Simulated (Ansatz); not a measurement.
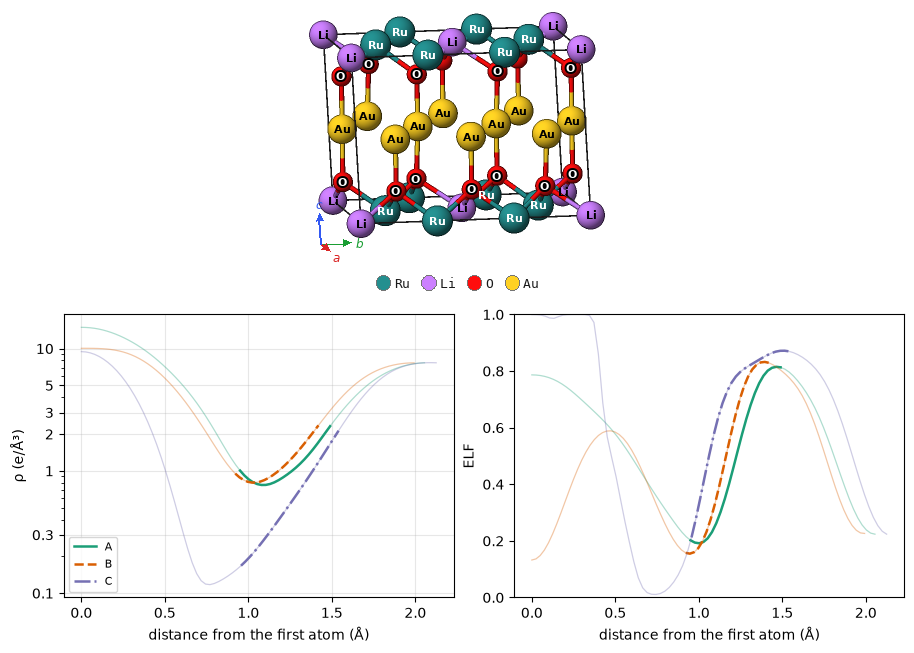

*LiRu2Au3O6. Valence charge density (pseudo) and ELF along straight lines between neighbouring atoms. Thin, pale parts lie inside the atomic spheres. The structure is drawn too.*

Space group C2/m; built by placing these elements on a known structure type; computed pressure about 4 GPa in this cell; computed without spin polarisation.

All numbers below come from DFT, PAW plane waves, PBE (Ansatz 0.2.0).

In a PAW calculation such maps are meaningful between the atoms, not at the nuclei.

```
Ru Li O Au
1.0
     5.24882    0.00000    0.00000
     0.00000    9.08454    0.00000
    -1.78666    0.00000    6.20427
Ru Li O Au
4 2 12 6
Direct
  0.00000 0.33307 0.00000
  0.50000 0.83307 0.00000
  0.00000 0.66693 0.00000
  0.50000 0.16693 0.00000
  0.00000 0.00000 0.00000
  0.50000 0.50000 0.00000
  0.41407 0.00000 0.16929
  0.91407 0.50000 0.16929
  0.08593 0.50000 0.83071
  0.58593 0.00000 0.83071
  0.38056 0.32413 0.16897
  0.88056 0.82413 0.16897
  0.11944 0.82413 0.83103
  0.61944 0.32413 0.83103
  0.11944 0.17587 0.83103
  0.61944 0.67587 0.83103
  0.38056 0.67587 0.16897
  0.88056 0.17587 0.16897
  0.00000 0.82964 0.50000
  0.50000 0.32964 0.50000
  0.00000 0.17036 0.50000
  0.50000 0.67036 0.50000
  0.00000 0.50000 0.50000
  0.50000 0.00000 0.50000
```

### Which curve belongs to which contact (Au–O, Li–O and Ru–O)? The first atom named is at distance zero.

Curve A: Au–O (2.05 Å): ρ is about 0.81 e/Å³ halfway; the ELF peaks at about 0.80 in the valence shell of O, 0.6 Å from its nucleus, and drops to about 0.20 between the two atoms. Curve B: Ru–O (1.99 Å): the density is about 0.81 e/Å³ at the midpoint; the ELF peaks at about 0.85 in the valence shell of O, 0.6 Å from its nucleus, and is about 0.15 at the midpoint; no localised pair shows between them. Curve C: Li–O (2.12 Å): the density is about 0.24 e/Å³ at the midpoint; the ELF peaks at about 0.85 in the valence shell of O, 0.6 Å from its nucleus, and is about 0.50 at the midpoint.
